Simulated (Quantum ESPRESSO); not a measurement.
## Moments of Co7Pd from a parallel start

Wanted: the size of the moments of Co7Pd in the parallel state.

Main program and level: Quantum ESPRESSO 7.5; PBE; plane waves with GBRV 1.5 PBE potentials, no spin-orbit coupling.

### 1. The structure

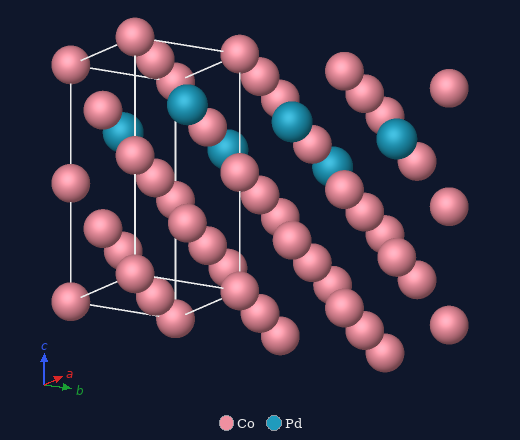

Start, viewed from a free direction; cobalt pink, palladium blue. 1×3×1 cells are drawn. Some periodic images of atoms are drawn too.

The cell was typed by rule, not taken from a database of measured structures.

### 2. Run 1, typed as ferro +++++++

The signs are those of the starting moments on the seeded atoms, the atoms that are given a moment.

pw.in

```
&CONTROL
  calculation = 'scf'
  prefix = 'pwscf'
  outdir = './tmp'
  pseudo_dir = './pseudo'
  disk_io = 'nowf'
/
&SYSTEM
  ibrav = 0
  celldm(1) = 8
  nat = 8
  ntyp = 2
  ecutwfc = 40
  ecutrho = 280
  nbnd = 89
  occupations = 'smearing'
  smearing = 'fd'
  degauss = 0.00367493
  nspin = 2
  starting_magnetization(1) = 0.1
  starting_magnetization(2) = 0
/
&ELECTRONS
  conv_thr = 1.6d-08
  electron_maxstep = 150
  mixing_beta = 0.3
/
ATOMIC_SPECIES
Co     58.9332 co_pbe_v1.2.uspp.F.UPF
Pd    106.4200 pd_pbe_v1.4.uspp.F.UPF
CELL_PARAMETERS alat
   0.8475716938654    0.0000000000000    0.0000000000000
   0.0000000000000    0.8475716938654    0.0000000000000
   0.0000000000000    0.0000000000000    1.6951433877307
ATOMIC_POSITIONS crystal
Co      0.0000000000    0.0000000000    0.0000000000
Co      0.5000000000    0.5000000000    0.0000000000
Co      0.5000000000    0.0000000000    0.2500000000
Co      0.0000000000    0.5000000000    0.2500000000
Co      0.0000000000    0.0000000000    0.5000000000
Co      0.5000000000    0.5000000000    0.5000000000
Co      0.5000000000    0.0000000000    0.7500000000
Pd      0.0000000000    0.5000000000    0.7500000000
K_POINTS automatic
9 9 5 0 0 0
```

Started as:

```sh
$ OMP_NUM_THREADS=1 mpirun -n 4 pw.x -nk 4 -in pw.in > pw.out
```

The log of the run:

```text
Program PWSCF v.7.5 starts

     Message from routine setup:
     using ibrav=0 with symmetry is DISCOURAGED, use correct ibrav instead

     K-points division:     npool     =       4
     Subspace diagonalization in iterative solution of the eigenvalue problem:

     G-vector sticks info
     --------------------
     sticks:   dense  smooth     PW     G-vecs:    dense   smooth      PW
     Sum        1033     593    177                49449    21455    3541

     Using Slab Decomposition

     bravais-lattice index     =            0
     lattice parameter (alat)  =       8.0000  a.u.
     unit-cell volume          =     623.4897 (a.u.)^3
     number of atoms/cell      =            8
     number of atomic types    =            2
     number of electrons       =       135.00
     number of Kohn-Sham states=           89
     kinetic-energy cutoff     =      40.0000  Ry
     charge density cutoff     =     280.0000  Ry
     scf convergence threshold =      1.6E-08
     mixing beta               =       0.3000
     number of iterations used =            8  plain     mixing
     Exchange-correlation=  SLA  PW   PBX  PBC
                           (   1   4   3   4   0   0   0)

     celldm(1)=   8.000000  celldm(2)=   0.000000  celldm(3)=   0.000000
     celldm(4)=   0.000000  celldm(5)=   0.000000  celldm(6)=   0.000000

     crystal axes: (cart. coord. in units of alat)
               a(1) = (   0.847572   0.000000   0.000000 )
               a(2) = (   0.000000   0.847572   0.000000 )
               a(3) = (   0.000000   0.000000   1.695143 )

     reciprocal axes: (cart. coord. in units 2 pi/alat)
               b(1) = (  1.179841  0.000000  0.000000 )
               b(2) = (  0.000000  1.179841  0.000000 )
               b(3) = (  0.000000  0.000000  0.589921 )

     PseudoPot. # 1 for Co read from file:
     co_pbe_v1.2.uspp.F.UPF
     Pseudo is Ultrasoft + core correction, Zval = 17.0
     Generated by new atomic code, or converted to UPF format
     Using radial grid of  863 points,  6 beta functions with:
                l(1) =   0
                l(2) =   0
                l(3) =   1
                l(4) =   1
                l(5) =   2
                l(6) =   2
     Q(r) pseudized with  8 coefficients,  rinner =    1.200   1.200   1.200
                                                       1.200   1.200

     PseudoPot. # 2 for Pd read from file:
     pd_pbe_v1.4.uspp.F.UPF
     Pseudo is Ultrasoft + core correction, Zval = 16.0
     Generated by new atomic code, or converted to UPF format
     Using radial grid of  887 points,  6 beta functions with:
                l(1) =   0
                l(2) =   0
                l(3) =   1
                l(4) =   1
                l(5) =   2
                l(6) =   2
     Q(r) pseudized with  8 coefficients,  rinner =    1.130   1.130   1.130
                                                       1.130   1.130

     atomic species   valence    mass     pseudopotential
     Co               17.00    58.93320     Co( 1.00)
     Pd               16.00   106.42000     Pd( 1.00)

     Starting magnetic structure
     atomic species   magnetization
     Co              0.100
     Pd              0.000

     16 Sym. Ops., with inversion, found (12 have fractional translation)

   Cartesian axes

     site n.     atom                  positions (alat units)
         1        Co     tau(   1) = (   0.0000000   0.0000000   0.0000000  )
         2        Co     tau(   2) = (   0.4237858   0.4237858   0.0000000  )
         3        Co     tau(   3) = (   0.4237858   0.0000000   0.4237858  )
         4        Co     tau(   4) = (   0.0000000   0.4237858   0.4237858  )
         5        Co     tau(   5) = (   0.0000000   0.0000000   0.8475717  )
         6        Co     tau(   6) = (   0.4237858   0.4237858   0.8475717  )
         7        Co     tau(   7) = (   0.4237858   0.0000000   1.2713575  )
         8        Pd     tau(   8) = (   0.0000000   0.4237858   1.2713575  )

     number of k points=    45  Fermi-Dirac smearing, width (Ry)=  0.0037
                       cart. coord. in units 2pi/alat
        k(    1) = (   0.0000000   0.0000000   0.0000000), wk =   0.0024691
        k(    2) = (   0.0000000   0.0000000   0.1179841), wk =   0.0049383
        k(    3) = (   0.0000000   0.0000000   0.2359682), wk =   0.0049383
        k(    4) = (   0.0000000   0.1310935   0.0000000), wk =   0.0098765
        k(    5) = (   0.0000000   0.1310935   0.1179841), wk =   0.0197531
        [... 40 further k-points ...]

     Dense  grid:    49449 G-vectors     FFT dimensions: (  40,  40,  80)

     Smooth grid:    21455 G-vectors     FFT dimensions: (  30,  30,  60)

     Check: negative core charge=   -0.000045
     Generating pointlists ...
     new r_m :   0.2472 (alat units)  1.9778 (a.u.) for type    1
     new r_m :   0.2472 (alat units)  1.9778 (a.u.) for type    2

     Initial potential from superposition of free atoms

     starting charge     127.4999, renormalised to     135.0000

     negative rho (up, down):  4.136E-02 4.139E-02
     Starting wfcs are  103 randomized atomic wfcs

     Self-consistent Calculation

     iteration #  1     ecut=    40.00 Ry     beta= 0.30
     Davidson diagonalization with overlap
     ethr =  1.00E-02,  avg # of iterations =  2.4

     negative rho (up, down):  4.076E-02 4.087E-02

     total energy              =   -2274.72178742 Ry
     estimated scf accuracy    <      55.12765338 Ry

     total magnetization       =     6.00 Bohr mag/cell
     absolute magnetization    =     6.47 Bohr mag/cell

     iteration #  2     ecut=    40.00 Ry     beta= 0.30
     Davidson diagonalization with overlap
     ethr =  1.00E-02,  avg # of iterations =  3.2

     negative rho (up, down):  4.103E-02 4.114E-02

     total energy              =   -2270.57114977 Ry
     estimated scf accuracy    <     177.38006696 Ry

     total magnetization       =     0.74 Bohr mag/cell
     absolute magnetization    =     0.99 Bohr mag/cell

     iteration #  3     ecut=    40.00 Ry     beta= 0.30
     Davidson diagonalization with overlap
     ethr =  1.00E-02,  avg # of iterations =  2.9

     negative rho (up, down):  4.039E-02 4.059E-02

     total energy              =   -2284.87080301 Ry
     estimated scf accuracy    <      55.51835806 Ry

     total magnetization       =     5.99 Bohr mag/cell
     absolute magnetization    =     7.41 Bohr mag/cell

     [... further iterations left out ...]

     iteration # 21     ecut=    40.00 Ry     beta= 0.30
     Davidson diagonalization with overlap
     ethr =  1.00E-09,  avg # of iterations =  2.0

     negative rho (up, down):  4.161E-02 4.113E-02

     total energy              =   -2288.09168196 Ry
     estimated scf accuracy    <       0.00000026 Ry

     total magnetization       =    12.50 Bohr mag/cell
     absolute magnetization    =    13.79 Bohr mag/cell

     iteration # 22     ecut=    40.00 Ry     beta= 0.30
     Davidson diagonalization with overlap
     ethr =  1.95E-10,  avg # of iterations =  1.0

     negative rho (up, down):  4.161E-02 4.113E-02

     total energy              =   -2288.09168201 Ry
     estimated scf accuracy    <       0.00000005 Ry

     total magnetization       =    12.50 Bohr mag/cell
     absolute magnetization    =    13.79 Bohr mag/cell

     iteration # 23     ecut=    40.00 Ry     beta= 0.30
     Davidson diagonalization with overlap
     ethr =  3.79E-11,  avg # of iterations =  2.0

     negative rho (up, down):  4.161E-02 4.113E-02

     total energy              =   -2288.09168203 Ry
     estimated scf accuracy    <       0.00000004 Ry

     total magnetization       =    12.50 Bohr mag/cell
     absolute magnetization    =    13.79 Bohr mag/cell

     iteration # 24     ecut=    40.00 Ry     beta= 0.30
     Davidson diagonalization with overlap
     ethr =  3.08E-11,  avg # of iterations =  1.0

     negative rho (up, down):  4.161E-02 4.113E-02

     Magnetic moment per site  (integrated on atomic sphere of radius R)
     atom   1 (R=0.247)  charge= 15.6708  magn=  1.8265
     atom   2 (R=0.247)  charge= 15.6708  magn=  1.8265
     atom   3 (R=0.247)  charge= 15.6477  magn=  1.8224
     atom   4 (R=0.247)  charge= 15.6526  magn=  1.8033
     atom   5 (R=0.247)  charge= 15.6708  magn=  1.8265
     atom   6 (R=0.247)  charge= 15.6708  magn=  1.8265
     atom   7 (R=0.247)  charge= 15.6968  magn=  1.8138
     atom   8 (R=0.247)  charge= 14.0021  magn=  0.3370

     End of self-consistent calculation

     [... lines left out ...]
     the Fermi energy is    18.3835 ev

!    total energy              =   -2288.09168203 Ry
     estimated scf accuracy    <          9.9E-09 Ry
     smearing contrib. (-TS)   =      -0.00569701 Ry
     internal energy E=F+TS    =   -2288.08598502 Ry

     The total energy is F=E-TS. E is the sum of the following terms:
     one-electron contribution =   -1152.96620809 Ry
     hartree contribution      =     665.58402581 Ry
     xc contribution           =    -260.10822211 Ry
     ewald contribution        =   -1540.59558063 Ry

     total magnetization       =    12.50 Bohr mag/cell
     absolute magnetization    =    13.79 Bohr mag/cell

     convergence has been achieved in  24 iterations

=------------------------------------------------------------------------------=
   JOB DONE.
=------------------------------------------------------------------------------=
```

Wall time 4.3 min (4 MPI ranks of Arm Neoverse V1, shared host); peak memory 0.84 GiB; 17 min of CPU time.

Spin moment in the atom's sphere by atom:

```tsv
atom	spin moment in the atom's sphere (μB)
Co1	1.83
Co2	1.83
Co3	1.82
Co4	1.80
Co5	1.83
Co6	1.83
Co7	1.81
Pd8	0.34
```

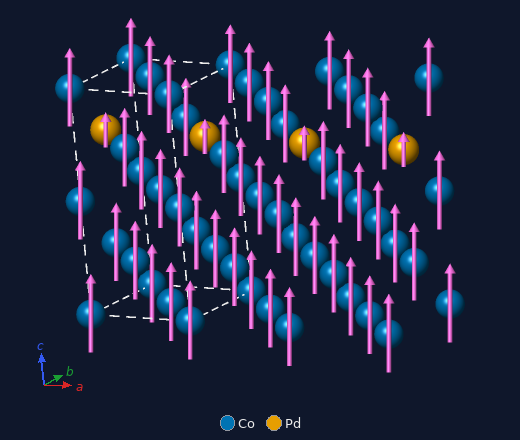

Spin moment in the atom's sphere as arrows, the longest 1.83 μB. Up and down stand for the sign. Arrows give size and sign along the axis of quantisation, drawn up and down the page. Each arrow also spans its atom, so small moments look longer than they are. 3×1×1 cells are drawn. Some periodic images of atoms are drawn too.

Read from the output:

| Quantity | Value |
| --- | --- |
| smearing term TS | 0.07751 eV |
| magnetization | 12.50 μB |
| absolute magnetization | 13.79 μB |
| final state | ferromagnetic |

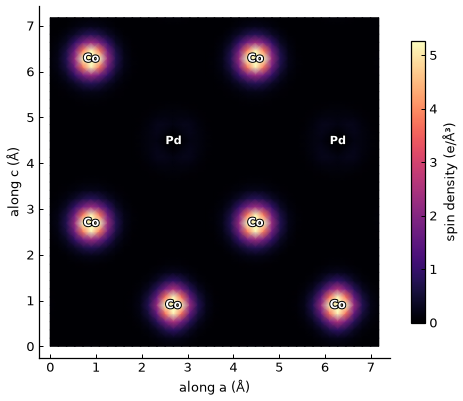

Spin density in the ac plane at fractional y = 0.500, with atoms of Co and Pd within 0.2 Å of it. The map starts off the cell's origin, so that atoms lie inside it.

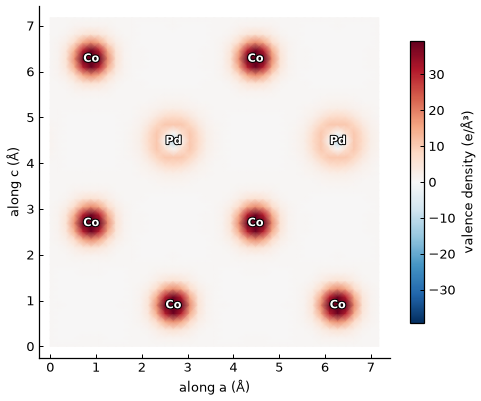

Valence density in the ac plane at fractional y = 0.500, with atoms of Co and Pd within 0.2 Å of it. It is the smooth field of the valence electrons, not physical close to the nuclei. The map starts off the cell's origin, so that atoms lie inside it.

### 3. Run 2, typed as no spin polarisation

Edit pw.in of step 2 so:

```diff
@@ -14,3 +14,3 @@
   ecutrho = 280
-  nbnd = 89
+  nbnd = 83
   occupations = 'smearing'
@@ -18,5 +18,2 @@
   degauss = 0.00367493
-  nspin = 2
-  starting_magnetization(1) = 0.1
-  starting_magnetization(2) = 0
 /
```

The log of the run:

```text
[banner, memory and clock lines left out]
Program PWSCF v.7.5 starts

     Message from routine setup:
     using ibrav=0 with symmetry is DISCOURAGED, use correct ibrav instead

     bravais-lattice index     =            0
     lattice parameter (alat)  =       8.0000  a.u.
     unit-cell volume          =     623.4897 (a.u.)^3
     number of atoms/cell      =            8
     number of atomic types    =            2
     number of electrons       =       135.00
     number of Kohn-Sham states=           83
     kinetic-energy cutoff     =      40.0000  Ry
     charge density cutoff     =     280.0000  Ry
     scf convergence threshold =      1.6E-08
     mixing beta               =       0.3000
     number of iterations used =            8  plain     mixing
     Exchange-correlation=  SLA  PW   PBX  PBC
                           (   1   4   3   4   0   0   0)

     celldm(1)=   8.000000  celldm(2)=   0.000000  celldm(3)=   0.000000
     celldm(4)=   0.000000  celldm(5)=   0.000000  celldm(6)=   0.000000

     crystal axes: (cart. coord. in units of alat)
               a(1) = (   0.847572   0.000000   0.000000 )
               a(2) = (   0.000000   0.847572   0.000000 )
               a(3) = (   0.000000   0.000000   1.695143 )

     reciprocal axes: (cart. coord. in units 2 pi/alat)
               b(1) = (  1.179841  0.000000  0.000000 )
               b(2) = (  0.000000  1.179841  0.000000 )
               b(3) = (  0.000000  0.000000  0.589921 )

     PseudoPot. # 1 for Co read from file:
     co_pbe_v1.2.uspp.F.UPF
     Pseudo is Ultrasoft + core correction, Zval = 17.0

     PseudoPot. # 2 for Pd read from file:
     pd_pbe_v1.4.uspp.F.UPF
     Pseudo is Ultrasoft + core correction, Zval = 16.0

     atomic species   valence    mass     pseudopotential
     Co               17.00    58.93320     Co( 1.00)
     Pd               16.00   106.42000     Pd( 1.00)

     16 Sym. Ops., with inversion, found (12 have fractional translation)

   Cartesian axes

     site n.     atom                  positions (alat units)
         1        Co     tau(   1) = (   0.0000000   0.0000000   0.0000000  )
         2        Co     tau(   2) = (   0.4237858   0.4237858   0.0000000  )
         3        Co     tau(   3) = (   0.4237858   0.0000000   0.4237858  )
         4        Co     tau(   4) = (   0.0000000   0.4237858   0.4237858  )
         5        Co     tau(   5) = (   0.0000000   0.0000000   0.8475717  )
         6        Co     tau(   6) = (   0.4237858   0.4237858   0.8475717  )
         7        Co     tau(   7) = (   0.4237858   0.0000000   1.2713575  )
         8        Pd     tau(   8) = (   0.0000000   0.4237858   1.2713575  )

     number of k points=    45  Fermi-Dirac smearing, width (Ry)=  0.0037
                       cart. coord. in units 2pi/alat
        k(    1) = (   0.0000000   0.0000000   0.0000000), wk =   0.0049383
        k(    2) = (   0.0000000   0.0000000   0.1179841), wk =   0.0098765
        k(    3) = (   0.0000000   0.0000000   0.2359682), wk =   0.0098765
        k(    4) = (   0.0000000   0.1310935   0.0000000), wk =   0.0197531
        k(    5) = (   0.0000000   0.1310935   0.1179841), wk =   0.0395062
        [... 40 further k-points ...]

     Dense  grid:    49449 G-vectors     FFT dimensions: (  40,  40,  80)

     Smooth grid:    21455 G-vectors     FFT dimensions: (  30,  30,  60)

     Check: negative core charge=   -0.000045

     Initial potential from superposition of free atoms

     starting charge     127.4999, renormalised to     135.0000

     negative rho (up, down):  8.275E-02 0.000E+00
     Starting wfcs are  103 randomized atomic wfcs

     Self-consistent Calculation

     iteration #  1     ecut=    40.00 Ry     beta= 0.30
     Davidson diagonalization with overlap
     ethr =  1.00E-02,  avg # of iterations =  2.2

     negative rho (up, down):  8.161E-02 0.000E+00

     total energy              =   -2273.88416088 Ry
     estimated scf accuracy    <      56.74728925 Ry

     iteration #  2     ecut=    40.00 Ry     beta= 0.30
     Davidson diagonalization with overlap
     ethr =  1.00E-02,  avg # of iterations =  3.2

     negative rho (up, down):  8.220E-02 0.000E+00

     total energy              =   -2271.19165669 Ry
     estimated scf accuracy    <     188.68886098 Ry

     [... further iterations left out ...]

     iteration # 19     ecut=    40.00 Ry     beta= 0.30
     Davidson diagonalization with overlap
     ethr =  1.05E-09,  avg # of iterations =  1.0

     negative rho (up, down):  8.281E-02 0.000E+00

     total energy              =   -2287.93230943 Ry
     estimated scf accuracy    <       0.00000046 Ry

     iteration # 20     ecut=    40.00 Ry     beta= 0.30
     Davidson diagonalization with overlap
     ethr =  3.42E-10,  avg # of iterations =  1.0

     negative rho (up, down):  8.281E-02 0.000E+00

     End of self-consistent calculation

     [... lines left out ...]
     the Fermi energy is    18.0838 ev

!    total energy              =   -2287.93230944 Ry
     estimated scf accuracy    <          8.0E-09 Ry
     smearing contrib. (-TS)   =      -0.01248589 Ry
     internal energy E=F+TS    =   -2287.91982355 Ry

     The total energy is F=E-TS. E is the sum of the following terms:
     one-electron contribution =   -1153.06084878 Ry
     hartree contribution      =     665.21571620 Ry
     xc contribution           =    -259.47911034 Ry
     ewald contribution        =   -1540.59558063 Ry

     convergence has been achieved in  20 iterations
```

It took 1.8 min on 4 MPI ranks; peak memory 0.58 GiB; 7.1 min of CPU time.

This step gave:

```yaml
smearing_term_ts: 0.1699 eV
final_state: non-magnetic (no spin polarisation)
```

### 4. The states side by side

An order is kept where moments of 0.15 μB or more survive with the typed signs; meshes match where a doubled cell samples the same k points as the first cell.

Orders:

```tsv
start	final state	typed order kept	energy over the lowest (meV a seeded atom)	largest site moment (μB)	net moment (μB a cell of the first run)	mesh matched	CPU time (s)
ferro +++++++	ferromagnetic	yes	0	1.826	12.5	yes	1029
no spin polarisation	non-magnetic	-	309.8	0	0	yes	426.3
```

### 5. Summary of results

| Quantity | Value |
| --- | --- |
| state found | ferromagnetic (from ferro +++++++) |
| largest site moment | 1.83 μB |
| state without moments | 310 meV a seeded atom higher |

What this shows: No opposed start was run, so this says nothing of the order that the crystal takes. The cell was built by rule and the atoms were not relaxed, which can move these energies.

[Logs and program files are shortened in this print: banners, set-up blocks, solver, clock and traceback lines can be left out without a mark of their own.]

[Logs are printed without paths, hosts, clocks, repeated set-up lines and the standing remarks that a program may print on its own settings, such as how far it seeks lower states.]

[Hosts, paths, dates, database ids (printed as entryN), source tags and the programs' standing remarks are cut or masked in the printed files.]

[Where a cell is said to come from a database of computed structures, the database is the Materials Project.]
